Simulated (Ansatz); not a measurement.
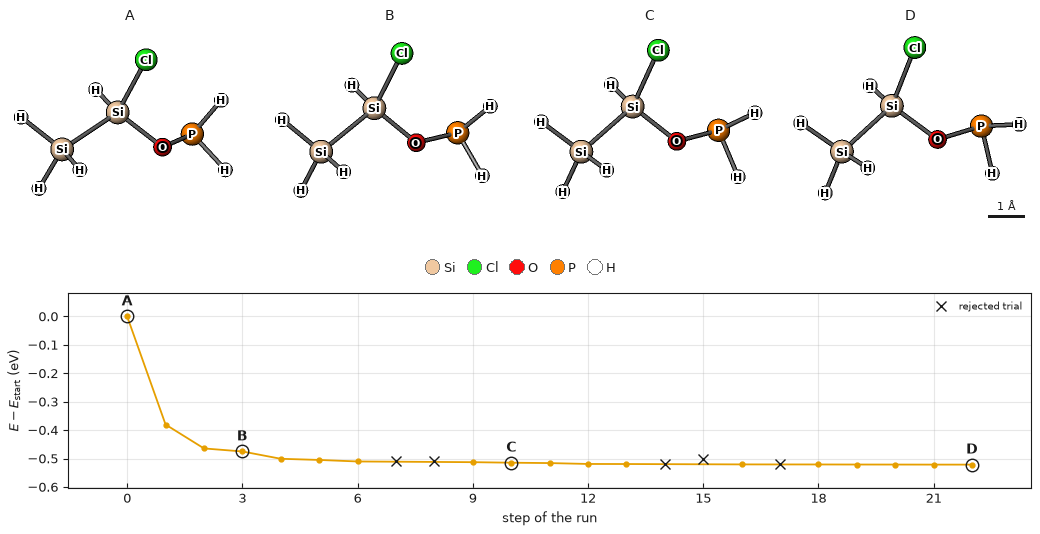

Frames of a relaxation of Si₂PH₆OCl, marked on the history of the run. A ball-and-stick model, seen at a tilt.

The run prepares an end point of a later path (inversion) calculation, from a guessed geometry.

These are results of RKS B3LYP-D4/6-31G* in Ansatz 0.2.0, not measurements. Settings: no spin polarisation; force threshold 0.015 eV/Å; at most 40 steps.

What happens along the run?

Answer. After 17 accepted moves (22 points after the start) the energy has fallen by 0.521 eV. Largest force component: 3 eV/Å at the start, 0.011 eV/Å at the end. The line search rejected the trial steps at points 7, 8, 14, 15, 17 of the run. The forces were under the threshold at step 18, but the run went on from there. The largest move after the best rigid fit is that of an H atom, 0.95 Å. By element the largest moves are H 0.95 Å, Cl 0.48 Å, P 0.37 Å, O 0.27 Å, Si 0.26 Å. Among the contacts that change: O–P 1.575 → 1.688 Å, Si–Si 2.268 → 2.336 Å, Cl–Si 2.026 → 2.092 Å, H–Si 1.432 → 1.486 Å. Bond angles that change, for instance: Si–O–P 117.7° → 126.7°, Si–Si–O 112.9° → 106.8°, H–Si–H 103.2° → 109.1°. Groups turn about O–P by about 30°. The run took 74 s on 2 threads of Intel(R) Xeon(R) Platinum 8488C (Sapphire Rapids), on a shared host, peak memory 0.28 GiB. From step 0 to 3: an H atom moves most (0.31 Å), energy −0.475 eV. From step 3 to 10: an H atom moves most (0.28 Å), energy −0.040 eV. From step 10 to 22: an H atom moves most (0.39 Å), energy −0.007 eV.

| step | E − E(0), eV | largest force component, eV/Å | note |
| --- | --- | --- | --- |
| 0 | 0.0000 | 2.9996 |  |
| 1 | -0.3803 | 1.5335 |  |
| 2 | -0.4644 | 0.6730 |  |
| 3 | -0.4750 | 1.0872 |  |
| 4 | -0.5008 | 0.2261 |  |
| 5 | -0.5049 | 0.1342 |  |
| 6 | -0.5103 | 0.1020 |  |
| 7 | -0.5072 | 0.5631 | rejected |
| 8 | -0.5088 | 0.1711 | rejected |
| 9 | -0.5127 | 0.0171 |  |
| 10 | -0.5146 | 0.1598 |  |
| 11 | -0.5159 | 0.2111 |  |
| 12 | -0.5190 | 0.0491 |  |
| 13 | -0.5192 | 0.1486 |  |
| 14 | -0.5177 | 0.3098 | rejected |
| 15 | -0.5024 | 0.3761 | rejected |
| 16 | -0.5205 | 0.0293 |  |
| 17 | -0.5205 | 0.0442 | rejected |
| 18 | -0.5208 | 0.0051 |  |
| 19 | -0.5210 | 0.0383 |  |
| 20 | -0.5211 | 0.0332 |  |
| 21 | -0.5213 | 0.0185 |  |
| 22 | -0.5213 | 0.0107 |  |
